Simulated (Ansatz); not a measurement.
**Electron scattering at the Σ3 (112) boundary in bcc W**

How much does the Σ3 (112) boundary in bcc W reflect electrons?

Program: Ansatz 0.2.0. Level of theory: Ansatz plane-wave DFT, PBE, PAW files; relaxation of a bicrystal slab with its lowest layers held; PAW set soft_1, in the first sound run; inputs show where later runs differ. Results are calculated unless marked as measured.

## Step 1: Set-up

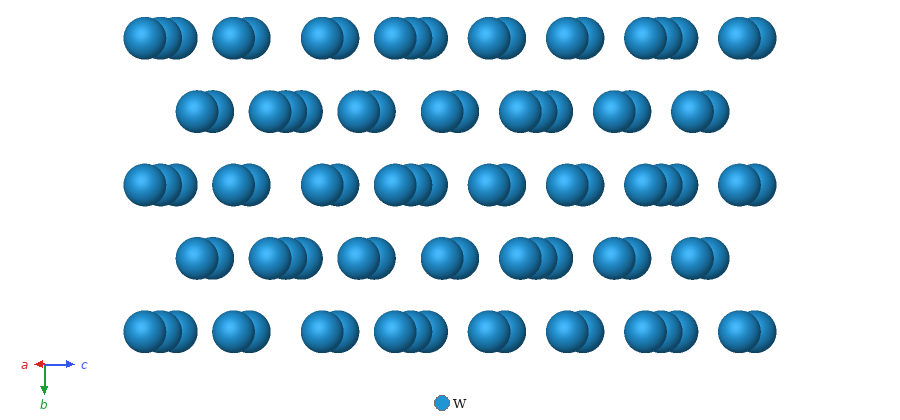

The cell as given, from the side, with the c axis across the page (tungsten blue). 2×2×1 cells are drawn. Some periodic images of atoms are drawn too.

The cell holds 15 atoms: 15 W. Its edges and angles: a = 2.741 Å, b = 4.476 Å, c = 29.088 Å, α = 90.0°, β = 90.0°, γ = 90.0°. It derives from W. built on the (1 1 2) plane; 1 overlapping atoms removed and the grains opened by 0 Å. Vacuum lies along c.

## Step 2: Relaxing the bicrystal

The boundary is built by mirroring the lower grain in the boundary plane and removing any atoms that overlap. A thin bicrystal slab is relaxed first, with the lowest layers held and the upper grain free to shift and open.

Contents of input.yaml:

```yaml
crystal:
  lattice:
    - [2.7407971979, 0.0, 0.0]
    - [0.0, 4.4757030822, 0.0]
    - [0.0, 0.0, 29.0883386558]
  atoms:
    - { symbol: W, position: [0.9999999999, 0.0, 0.171890188] }
    - { symbol: W, position: [0.3333333333, 0.5, 0.2163074442] }
    - { symbol: W, position: [0.6666666666, 0.0, 0.2607247003] }
    - { symbol: W, position: [1.0, 0.5, 0.3051419565] }
    - { symbol: W, position: [0.3333333333, 0.0, 0.3495592127] }
    - { symbol: W, position: [0.6666666667, 0.5, 0.3939764689] }
    - { symbol: W, position: [0.0, 0.0, 0.438393725] }
    - { symbol: W, position: [0.6666666667, 0.5, 0.4828109812] }
    - { symbol: W, position: [0.3333333333, 0.0, 0.5272282374] }
    - { symbol: W, position: [1.0, 0.5, 0.5716454935] }
    - { symbol: W, position: [0.6666666666, 0.0, 0.6160627497] }
    - { symbol: W, position: [0.3333333333, 0.5, 0.6604800059] }
    - { symbol: W, position: [0.9999999999, 0.0, 0.7048972621] }
    - { symbol: W, position: [0.6666666666, 0.5, 0.7493145182] }
    - { symbol: W, position: [0.3333333332, 0.0, 0.7937317744] }
kpoints:
  mp_grid: { grid: [9, 5, 1] }
hamiltonian:
  xc: pbe
  pseudopotentials: { kind: paw, azcp: { folder: soft_1 } }
scf:
  occupations: { method: fermi_dirac, width: 0.1 }
relax:
  f_tol: 0.03
  max_steps: 80
  constraints: [{ sites: [0, 1, 2] }]
```

On the command line:

```bash
$ ansatz run input.yaml --threads 8 --pin off --max-ram 15360MiB --backend cpu --events-out ev --progress --plain --runs-dir out
```

Numbers of over 12 decimals in the logs are rounded to 6 here.

Output:

```text
Engine: ansatz 0.2.0, x86_64-unknown-linux-gnu
Pseudopotentials: kind: paw
Pseudopotential: W, paw, valence charge 14, recommended cutoff 420 eV (normal), soft_1/W.paw.azcp
Functional definition: PBE
  parameter kappa = 0.804
  parameter beta = 0.066725
  exchange = pbe_x(kappa = kappa, mu = beta*pi^2/3)
  correlation = pbe_c(beta = beta)
Crystal: 15 atoms, lattice volume = 356.826 Å³
Basis set: ecut = 420 eV, 7043 PW (Γ), exchange–correlation on 40×60×400 points (8 copies of the dense FFT grid, shifted against one another)
Bands: 126, of which v1, the nominal top of the filled ones, is band 105 counted from 1 (104 counted from 0)
Symmetry: 2 space group operations
Space group: Pm (ITA 6), of the structure as read, at distance tolerance 7.1e-5 Å
k-points: 15 of 45 (time reversal used)
Non-local potential: W, projectors of the file, l = 0: 3, l = 1: 2, l = 2: 2, l = 3: 1
PAW form: soft (Blöchl's): semilocal exchange-correlation on the pseudo side does not see the compensation charge
PAW one-centre angular grid: W, 590 points (default); XC on 64 Gauss nodes
Initial density: superposition of atomic densities (neutral atoms: chi_scale 0, normalization atom)
Initial wavefunctions: pseudopotential atomic-orbital guess
Functional: x = pbe(κ = 0.804, μ = 0.219515), c = pbe(β = 0.066725)
SCF iter   1: F=—  HF=-155788.784184 eV  |F-HF|=—  |Δ(HF+E_count)|=         —  Δρ=5.76e-2  dr2=1.42e2  ethr=3.10e-3  ⟨swp⟩=8.7  Hψ=8883  notcnv=0
preconditioner: auto → LDOS  [metal: Δε(μ)=0.010 eV  Ē_g=5.189 eV  σ=0.100 eV  W_gap=0.03  n_scr=78 (ndim 8)  ℏωp=18.6 eV  f_vac=0.274  D(μ)=7.57/eV (n_scr^D=44)  β→1.0]
SCF iter   2: F=—  HF=-155788.332223 eV  |F-HF|=—  |Δ(HF+E_count)|=   4.52e-1  Δρ=4.90e-2  dr2=1.60e2  ethr=3.10e-3  ⟨swp⟩=9.1  Hψ=7211  notcnv=0  defer=7
SCF iter   3: F=—  HF=-155782.717891 eV  |F-HF|=—  |Δ(HF+E_count)|=    5.61e0  Δρ=9.32e-3  dr2=1.56e0  ethr=3.10e-3  ⟨swp⟩=8.9  Hψ=6502  notcnv=0  defer=11
SCF iter   4: F=—  HF=-155782.601058 eV  |F-HF|=—  |Δ(HF+E_count)|=   1.17e-1  Δρ=2.78e-3  dr2=4.37e-2  ethr=7.42e-4  ⟨swp⟩=3.7  Hψ=3047  notcnv=0  defer=6
SCF iter   5: F=—  HF=-155782.597867 eV  |F-HF|=—  |Δ(HF+E_count)|=   3.19e-3  Δρ=1.10e-3  dr2=1.62e-2  ethr=2.08e-5  ⟨swp⟩=3.7  Hψ=3785  notcnv=0  defer=2
SCF iter   6: F=—  HF=-155782.597331 eV  |F-HF|=—  |Δ(HF+E_count)|=   5.36e-4  Δρ=4.26e-4  dr2=1.66e-3  ethr=7.74e-6  ⟨swp⟩=2.1  Hψ=2561  notcnv=0  defer=2
SCF iter   7: F=—  HF=-155782.597259 eV  |F-HF|=—  |Δ(HF+E_count)|=   7.16e-5  Δρ=1.46e-4  dr2=3.62e-4  ethr=7.91e-7  ⟨swp⟩=2.6  Hψ=2845  notcnv=0  defer=2
SCF iter   8: F=—  HF=-155782.597291 eV  |F-HF|=—  |Δ(HF+E_count)|=   3.16e-5  Δρ=6.68e-5  dr2=4.38e-5  ethr=1.72e-7  ⟨swp⟩=2.7  Hψ=2663  notcnv=0  defer=2
SCF iter   9: F=-155782.597286 eV  HF=-155782.597288 eV  |F-HF|=2.21e-6  |Δ(HF+E_count)|=   2.52e-6  Δρ=2.26e-5  dr2=5.09e-6  ethr=1.07e-8  ⟨swp⟩=5.5  Hψ=6141  notcnv=0
SCF 1 converged in 9 iterations: F = -155782.597286 eV  dr2 = 5.09e-6
  greatest PAW one-centre occupation: 0.999 electrons in one spin orbital (limit 2), on the W atom at site 7 (counted from 0), in its partial waves of l = 0
relax step   1: F+E_penalty+E_count = -155782.59728617 eV  Δ(F+E_penalty+E_count) = +0.000e0 eV  max|allowed force component| = 1.729e0 eV/Å  Δτ_max = 0.0000 Å  (9 SCF iters, dr2 threshold 2.25e-5 eV, accepted)
Initial density: handed on by an earlier stage of this run
Initial wavefunctions: those handed on with the density
iter 1 solved again at ethr=2.36e-3 eV; its pass at ethr=3.10e-3 eV (dr2=4.96e0 eV) is discarded
SCF iter   1: F=—  HF=-155782.957932 eV  |F-HF|=—  |Δ(HF+E_count)|=         —  Δρ=1.35e-2  dr2=4.98e0  ethr=2.36e-3  ⟨swp⟩=1.3  Hψ=7010  notcnv=0  defer=2
preconditioner: auto → LDOS  [metal: Δε(μ)=0.034 eV  Ē_g=4.852 eV  σ=0.100 eV  W_gap=0.08  n_scr=78 (ndim 8)  ℏωp=18.6 eV  f_vac=0.283  D(μ)=8.37/eV (n_scr^D=44)  β→1.0]
SCF iter   2: F=—  HF=-155782.878020 eV  |F-HF|=—  |Δ(HF+E_count)|=   7.99e-2  Δρ=6.53e-3  dr2=6.15e-1  ethr=2.36e-3  ⟨swp⟩=3.1  Hψ=3028  notcnv=0  defer=2
SCF iter   3: F=—  HF=-155782.795991 eV  |F-HF|=—  |Δ(HF+E_count)|=   8.20e-2  Δρ=2.41e-3  dr2=8.27e-2  ethr=2.93e-4  ⟨swp⟩=3.0  Hψ=4126  notcnv=0  defer=2
SCF iter   4: F=—  HF=-155782.782084 eV  |F-HF|=—  |Δ(HF+E_count)|=   1.39e-2  Δρ=3.98e-4  dr2=1.94e-3  ethr=3.94e-5  ⟨swp⟩=2.6  Hψ=2794  notcnv=0  defer=2
SCF iter   5: F=—  HF=-155782.782044 eV  |F-HF|=—  |Δ(HF+E_count)|=   3.98e-5  Δρ=1.43e-4  dr2=1.52e-4  ethr=9.23e-7  ⟨swp⟩=2.8  Hψ=3083  notcnv=0  defer=2
SCF iter   6: F=-155782.782091 eV  HF=-155782.782093 eV  |F-HF|=1.24e-6  |Δ(HF+E_count)|=   4.87e-5  Δρ=4.76e-5  dr2=1.62e-5  ethr=4.76e-8  ⟨swp⟩=2.9  Hψ=7225  notcnv=0
SCF 2 converged in 6 iterations: F = -155782.782091 eV  dr2 = 1.62e-5
  greatest PAW one-centre occupation: 0.999 electrons in one spin orbital (limit 2), on the W atom at site 9 (counted from 0), in its partial waves of l = 0
relax step   2: F+E_penalty+E_count = -155782.78209140 eV  Δ(F+E_penalty+E_count) = -1.848e-1 eV  max|allowed force component| = 1.844e0 eV/Å  Δτ_max = 0.1950 Å  (6 SCF iters, dr2 threshold 1.00e-4 eV, accepted)
iter 1 solved again at ethr=8.49e-4 eV; its pass at ethr=3.10e-3 eV (dr2=1.78e0 eV) is discarded
SCF iter   1: F=—  HF=-155783.054106 eV  |F-HF|=—  |Δ(HF+E_count)|=         —  Δρ=1.31e-2  dr2=1.66e0  ethr=8.49e-4  ⟨swp⟩=1.5  Hψ=6790  notcnv=0  defer=2
preconditioner: auto → LDOS  [metal: Δε(μ)=0.011 eV  Ē_g=4.791 eV  σ=0.100 eV  W_gap=0.03  n_scr=78 (ndim 8)  ℏωp=18.6 eV  f_vac=0.276  D(μ)=8.03/eV (n_scr^D=44)  β→1.0]
SCF iter   2: F=—  HF=-155783.020987 eV  |F-HF|=—  |Δ(HF+E_count)|=   3.31e-2  Δρ=5.55e-3  dr2=4.32e-1  ethr=7.90e-4  ⟨swp⟩=2.8  Hψ=3742  notcnv=0  defer=2
SCF iter   3: F=—  HF=-155782.978438 eV  |F-HF|=—  |Δ(HF+E_count)|=   4.25e-2  Δρ=2.41e-3  dr2=8.25e-2  ethr=2.06e-4  ⟨swp⟩=3.2  Hψ=3575  notcnv=0  defer=2
SCF iter   4: F=—  HF=-155782.966668 eV  |F-HF|=—  |Δ(HF+E_count)|=   1.18e-2  Δρ=4.50e-4  dr2=1.63e-3  ethr=3.93e-5  ⟨swp⟩=2.5  Hψ=2761  notcnv=0  defer=2
SCF iter   5: F=—  HF=-155782.966375 eV  |F-HF|=—  |Δ(HF+E_count)|=   2.92e-4  Δρ=1.26e-4  dr2=1.32e-4  ethr=7.77e-7  ⟨swp⟩=2.6  Hψ=3426  notcnv=0  defer=2
SCF iter   6: F=-155782.966381 eV  HF=-155782.966385 eV  |F-HF|=4.27e-6  |Δ(HF+E_count)|=   9.64e-6  Δρ=4.40e-5  dr2=1.47e-5  ethr=4.76e-8  ⟨swp⟩=3.0  Hψ=7071  notcnv=0
SCF 3 converged in 6 iterations: F = -155782.966381 eV  dr2 = 1.47e-5
  greatest PAW one-centre occupation: 0.999 electrons in one spin orbital (limit 2), on the W atom at site 12 (counted from 0), in its partial waves of l = 0
relax step   3: F+E_penalty+E_count = -155782.96638082 eV  Δ(F+E_penalty+E_count) = -1.843e-1 eV  max|allowed force component| = 3.271e-1 eV/Å  Δτ_max = 0.1943 Å  (6 SCF iters, dr2 threshold 1.00e-4 eV, accepted)
[...]
relax step   4: F+E_penalty+E_count = -155782.94041738 eV  Δ(F+E_penalty+E_count) = +2.596e-2 eV  max|allowed force component| = 6.588e-1 eV/Å  Δτ_max = 0.1871 Å  (7 SCF iters, dr2 threshold 6.69e-6 eV, rejected (line search))
[...]
relax step   5: F+E_penalty+E_count = -155782.98241855 eV  Δ(F+E_penalty+E_count) = -1.604e-2 eV  max|allowed force component| = 5.045e-2 eV/Å  Δτ_max = 0.0902 Å  (8 SCF iters, accepted)
SCF iter   1: F=—  HF=-155782.983779 eV  |F-HF|=—  |Δ(HF+E_count)|=         —  Δρ=1.05e-3  dr2=5.80e-3  ethr=2.56e-5  ⟨swp⟩=2.4  Hψ=3151  notcnv=0  defer=3
preconditioner: auto → LDOS  [metal: Δε(μ)=0.020 eV  Ē_g=4.774 eV  σ=0.100 eV  W_gap=0.05  n_scr=78 (ndim 8)  ℏωp=18.6 eV  f_vac=0.274  D(μ)=7.98/eV (n_scr^D=44)  β→1.0]
SCF iter   2: F=—  HF=-155782.983597 eV  |F-HF|=—  |Δ(HF+E_count)|=   1.81e-4  Δρ=2.89e-4  dr2=6.34e-4  ethr=2.76e-6  ⟨swp⟩=2.4  Hψ=3117  notcnv=0  defer=3
SCF iter   3: F=—  HF=-155782.983475 eV  |F-HF|=—  |Δ(HF+E_count)|=   1.22e-4  Δρ=1.11e-4  dr2=1.55e-4  ethr=3.02e-7  ⟨swp⟩=2.4  Hψ=3279  notcnv=0  defer=3
SCF iter   4: F=—  HF=-155782.983449 eV  |F-HF|=—  |Δ(HF+E_count)|=   2.65e-5  Δρ=2.63e-5  dr2=3.05e-6  ethr=7.37e-8  ⟨swp⟩=3.3  Hψ=3529  notcnv=0  defer=3
SCF iter   5: F=—  HF=-155782.982848 eV  |F-HF|=—  |Δ(HF+E_count)|=   6.01e-4  Δρ=5.20e-6  dr2=8.90e-8  ethr=4.76e-11  ⟨swp⟩=4.5  Hψ=9221  notcnv=0
SCF iter   6: F=-155782.982848 eV  HF=-155782.982848 eV  |F-HF|=8.96e-9  |Δ(HF+E_count)|=   2.29e-8  Δρ=1.39e-6  dr2=1.77e-8  ethr=4.24e-11  ⟨swp⟩=2.3  Hψ=7042  notcnv=0
SCF 6 converged in 6 iterations: F = -155782.982848 eV  dr2 = 1.77e-8
relax step   6: F+E_penalty+E_count = -155782.98284815 eV  Δ(F+E_penalty+E_count) = -4.296e-4 eV  max|allowed force component| = 1.711e-2 eV/Å  Δτ_max = 0.0138 Å  (6 SCF iters, accepted)
SCF converged after 6 iterations
Free energy (F): -155782.982848 eV
Harris-Foulkes:  -155782.982848 eV  (|F-HF|=8.96e-9)
Internal energy: -155782.710617 eV  (E = F + TS)
E sigma→0 (E₀):  -155782.846733 eV
Entropy (-TS):   -0.272231 eV (-18.149 meV/atom)
Fermi energy:    13.504036 eV
--- Per-component energies (eV) ---
  E_band       = -3098.742169
  E_kinetic    = 6309.278426
  E_local      = -173893.616063  (includes V_loc(G=0)·N_el)
  E_nonlocal   = -378.772880
  E_hartree    = 85378.958838
  E_xc         = -4005.660250
  E_vxc        = -3456.949507  (∫ρ·V_xc dr)
  E_paw        = -128667.010451  (= ΣΔE_a)
  E_vpaw       = -2436.593491  (= ΣTr[D̂ρ^β])
  E_aug_tail   = 0.002226  (compensation charges beyond the density's cutoff)
  E_ewald      = 59474.109536
  E_smearing   = -0.272231  (= −TS)
  E_closure    = 0.000000  (closes the sum)
  Σ components = -155782.982848   (vs F -155782.982848, Δ=0.00e0)
--- Forces (eV/Å), atoms counted from 1 ---
  atom   1  W     -0.25839955    -0.00000000     1.70076943
  atom   2  W     -0.11073289     0.00000000    -1.17478174
  atom   3  W      0.37626237     0.00000000    -0.51716127
  atom   4  W     -0.00398193    -0.00000000    -0.00697577
  atom   5  W     -0.00430628     0.00000000     0.00075103
  atom   6  W      0.00998126     0.00000000     0.00455648
  atom   7  W      0.00934361    -0.00000000     0.00020717
  atom   8  W     -0.00977308     0.00000000     0.00708755
  atom   9  W     -0.00261982     0.00000000    -0.00897431
  atom  10  W      0.00126689     0.00000000    -0.00963961
  atom  11  W      0.00201186     0.00000000    -0.01710647
  atom  12  W     -0.00250708     0.00000000    -0.00023218
  atom  13  W     -0.00282359    -0.00000000     0.00973618
  atom  14  W     -0.01075494    -0.00000000     0.00601029
  atom  15  W      0.00702984     0.00000000     0.00570838
  max |Σ_I F_I| component: 4.49e-5 eV/Å
--- Relaxed structure (6 steps of the walk, 5 accepted, 0 SCFs on fresh bases) ---
  F+E_penalty+E_count = -155782.98284815 eV   max|allowed force component| = 1.711e-2 eV/Å
  atoms:
    - { symbol: W, position: [1.000000, 0.0, 0.171890188] }
    - { symbol: W, position: [0.3333333333, 0.500000, 0.2163074442] }
    - { symbol: W, position: [0.6666666666, 0.0, 0.2607247003] }
    - { symbol: W, position: [0.995370, 0.500000, 0.305115] }
    - { symbol: W, position: [0.332868, -8.985357253696326e-19, 0.350804] }
    - { symbol: W, position: [0.660928, 0.500000, 0.394159] }
    - { symbol: W, position: [0.00761353, -2.3745415697808173e-18, 0.441685] }
    - { symbol: W, position: [0.658671, 0.500000, 0.489690] }
    - { symbol: W, position: [0.332185, -4.382275443178072e-18, 0.533302] }
    - { symbol: W, position: [0.988889, 0.500000, 0.578546] }
    - { symbol: W, position: [0.661772, -4.702936851864933e-18, 0.622581] }
    - { symbol: W, position: [0.330466, 0.500000, 0.668578] }
    - { symbol: W, position: [1.001524, -5.820702825492023e-18, 0.712964] }
    - { symbol: W, position: [0.653646, 0.500000, 0.758667] }
    - { symbol: W, position: [0.296096, -2.2729913748926143e-18, 0.796882] }
```

It took 80 s on 8 threads of Intel Xeon at 2.50GHz (Skylake/Cascade Lake), shared host; peak memory 1.9 GiB; 9.9 min of CPU time.

Relaxation path:

```
step  energy less that of the first step (eV)  largest force component (eV/Å)
   1                                   0.0000                          1.7294
   2                                  -0.1848                          1.8443
   3                                  -0.3691                          0.3271
   4                                  -0.3431                          0.6588
   5                                  -0.3851                          0.0505
   6                                  -0.3856                          0.0171
```

Relaxation step 4 was tried and not accepted.

The run keeps the 2 symmetry operations that it works with, so distortions that break them were not tested.

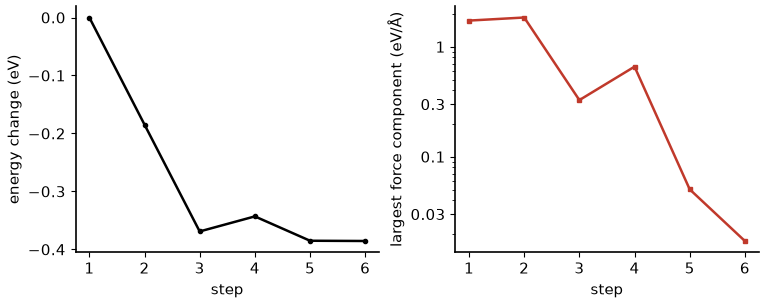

Energy and largest force along the relaxation.

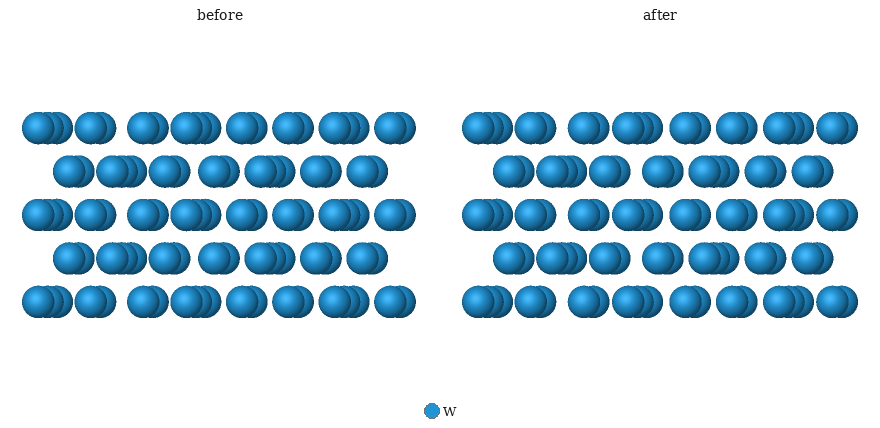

Before and after, at one scale.

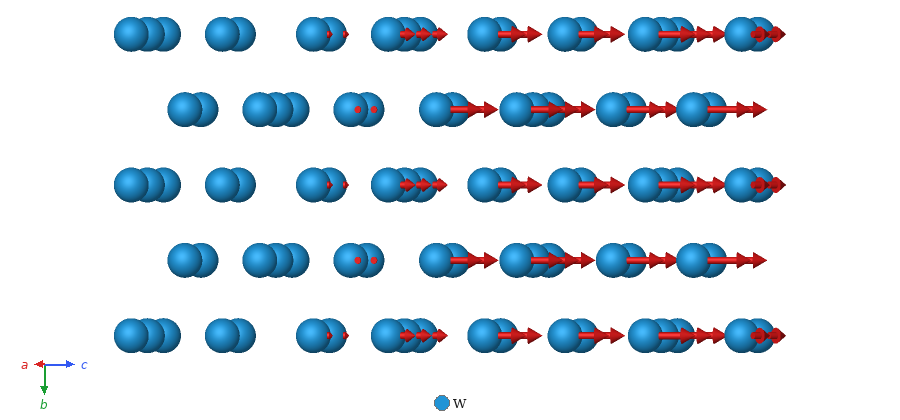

Displacements in the relaxation, exaggerated; the longest in the cell stands for 0.27 Å. 2×2×1 cells are drawn. Some periodic images of atoms are drawn too.

The atoms that moved most (Å):

```
atom      dx     dy     dz  length
 W14  -0.036  0.000  0.272   0.274
 W12  -0.008  0.000  0.236   0.236
 W13   0.004  0.000  0.235   0.235
 W10  -0.030  0.000  0.201   0.203
  W8  -0.022  0.000  0.200   0.201
 W11  -0.013  0.000  0.190   0.190
  W9  -0.003  0.000  0.177   0.177
 W15  -0.102  0.000  0.092   0.137
```

Numbers from this step:

| Quantity | Value |
| --- | --- |
| free energy | -155782.9828 eV |
| energy at zero smearing | -155782.8467 eV |
| Fermi energy | 13.50 eV |

The largest force component on a free atom ends at 0.017 eV/Å, under the tolerance of 0.03, after 6 steps.

[end of part 1 of 3]

[Logs are printed without paths, hosts, clocks, repeated set-up lines and the standing remarks that a program may print on its own settings, such as how far it seeks lower states.]

[Hosts, paths, dates, database ids (printed as entryN), source tags and the programs' standing remarks are cut or masked in the printed files.]
